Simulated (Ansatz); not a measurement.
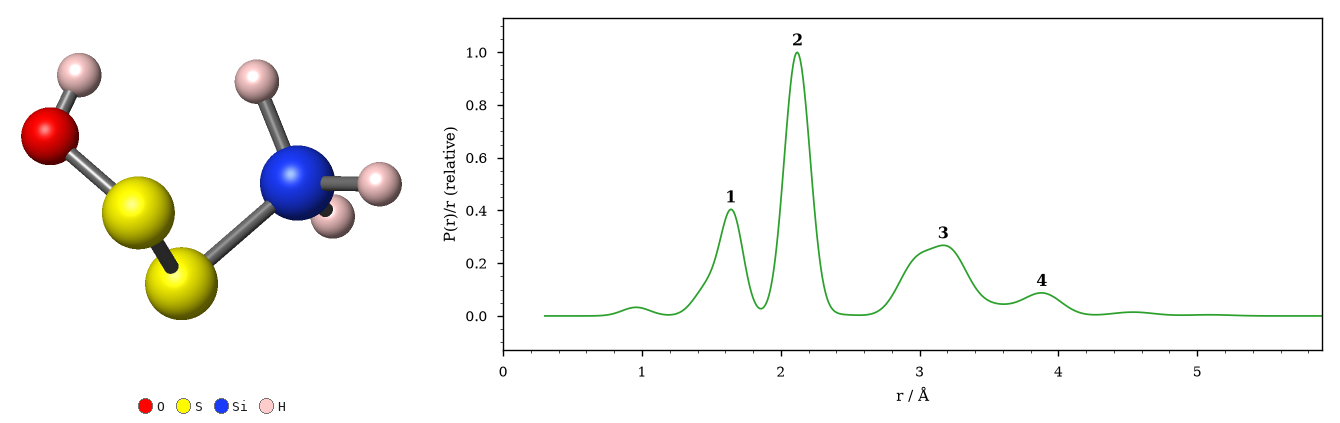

Simulated gas electron diffraction: radial distribution curve of H₄OS₂Si. Each pair of atoms contributes with weight ZᵢZⱼ/r; damping constant 0.002 Å²; vibrational amplitudes assumed, not computed: 0.05 Å for bonds, 0.078 Å for bonds to H, 0.06 + 0.015 r up to 0.15 Å for other pairs. The geometry is the end point of an optimisation (Ansatz, RKS BHLYP/def2-SVP); it may be a saddle point or a higher isomer. SMILES: OSS[SiH3].

Assign the numbered peaks of the radial distribution curve (– bonded, ··· not bonded).

Answer. Peak 1, 1.64 Å: Si–H 1.48 Å (×3), S–O 1.65 Å, not resolved
Peak 2, 2.12 Å: S–S 2.08 Å, S–Si 2.16 Å, not resolved
Peak 3, 3.17 Å: S···H 2.95–3.42 Å (×5), S···O 2.96 Å, S···Si 3.21 Å, not resolved
Peak 4, 3.88 Å: Si···H 3.66 Å, Si···O 3.89 Å, not resolved
